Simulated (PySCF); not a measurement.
## Electronic structure of C5H10O2Si in real space

```xyz
18

O     3.2651   -1.1610    0.5620
C     2.2882   -0.6640    0.0651
O     2.3667    0.1304   -1.0231
Si    0.4746   -0.8314    0.7003
C    -0.7407   -1.0859   -0.7327
C    -1.7499    0.0629   -0.5565
C    -1.0138    1.2887   -0.0076
C    -0.1995    0.8596    1.2233
H     3.3091    0.1863   -1.2606
H     0.4978   -1.8783    1.7607
H    -0.1816   -0.9657   -1.6756
H    -1.2154   -2.0778   -0.7602
H    -2.5289   -0.2394    0.1660
H    -2.2726    0.2958   -1.4983
H    -1.7121    2.1090    0.2257
H    -0.3244    1.6689   -0.7819
H     0.5696    1.5915    1.5108
H    -0.8602    0.7232    2.0971
```

Geometry: PBE0-D3(BJ)/def2-SVP.

These are results of PBE0/pcSseg-1, SCF density, gas phase, non-relativistic (PySCF 2.14.0), not measurements.

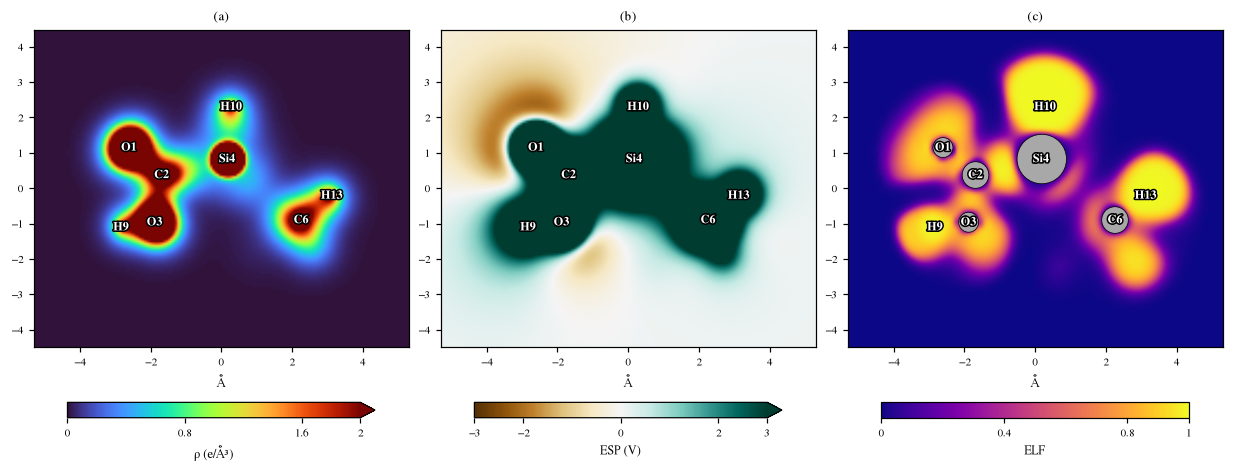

Figure 1. (a) electron density; (b) electrostatic potential; (c) ELF on the plane of atoms C2, O3 and H9. Grey discs cover the atomic cores in the ELF map.

Interpret the plot.

Answer. Atoms in the plane: O, C, Si and H.
C–O (1.20 Å): the density is about 3.3 e/Å³ at the midpoint; the ELF peaks at about 0.85 between the atoms: a multiple bond.
O–H (0.97 Å): the density is about 3.7 e/Å³ at the midpoint; the ELF climbs to about 1 towards the hydrogen, as it does in any bond to H; an ordinary covalent bond to hydrogen.
C–O (1.35 Å): ρ at the midpoint is about 2.4 e/Å³, with its minimum of 2 e/Å³ about 0.5 Å from C; the ELF peaks at about 0.90 between the atoms, as expected for a shared but strongly polarised pair.
C–H (1.10 Å): ρ is about 1.9 e/Å³ halfway; the ELF climbs to about 1 towards the hydrogen: an ordinary covalent bond to hydrogen.
Si–H (1.49 Å): ρ at the midpoint is about 0.78 e/Å³; the ELF climbs to about 1 towards the hydrogen.
The ELF also peaks beside O3 and O1, away from the bonds: lone-pair regions.
Outside the dense part of the molecule the potential is most negative (−2.1 V) near O1.

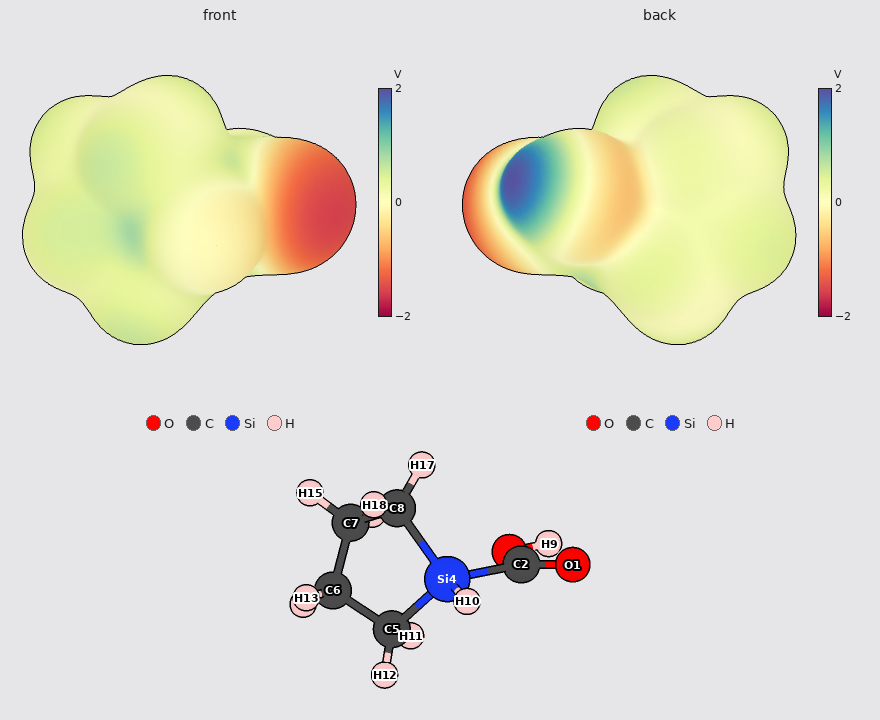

Figure 2. The molecular electrostatic potential painted on the density surface at 0.001 e/bohr³, seen from the front and from behind; the colour scale runs from red (negative) to blue (positive). The bare structure is drawn below in the same view.

Describe the electrostatic potential map.

Answer. The most negative region (about −1.5 V, or −35 kcal/mol for a unit charge) lies over O1, the most positive (about +1.9 V, or +44 kcal/mol for a unit charge) over H9. O1 is the likeliest acceptor of a hydrogen bond.
